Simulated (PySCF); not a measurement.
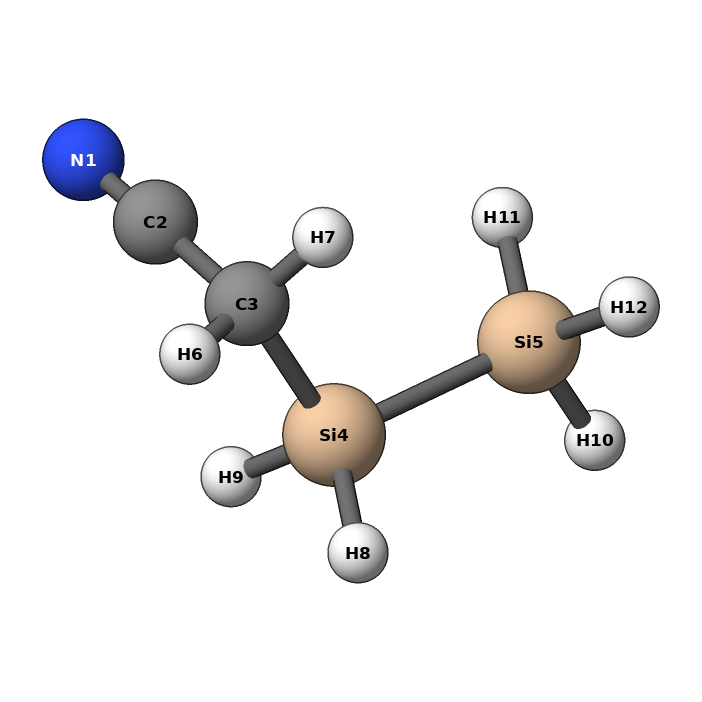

Geometry: an image of a reaction path computed with GFN2-xTB, not a minimum. Method: GIAO PBE0/pcSseg-1 NMR shielding, non-relativistic, gas phase (PySCF 2.14.0). Principal shieldings σ11 ≤ σ22 ≤ σ33, span Ω = σ33 − σ11, skew κ = 3(σiso − σ22)/Ω.

Give the shielding tensors of the N atoms.

```csv
atom,σ11,σ22,σ33,σiso,Ω,κ
N1,−207.9,−178.0,296.9,−29.7,504.7,0.88
```

Shieldings and span in ppm.
